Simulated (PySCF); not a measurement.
F₃N, SMILES `FN(F)F`.

Method: PBE0/def2-SVPD; geometry: GFN2-xTB; program: PySCF. No frequency check shows the geometry to be a minimum.

Coordinates in Å:

```
F1       1.1559   -0.4204    0.1190
N2       0.0000   -0.0000   -0.4588
F3      -0.9421   -0.7908    0.1189
F4      -0.2139    1.2113    0.1189
```

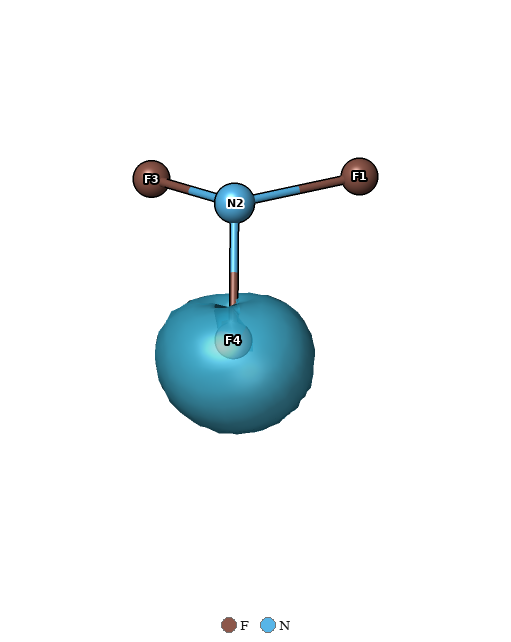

Intrinsic bond orbitals (IBO), occupied; each surface holds about 85 % of the orbital's density. Energies are diagonal elements of the Fock matrix.

What does this orbital represent?

Lone pair on F4 (s-type) (F4 100 %; −28.4 eV).
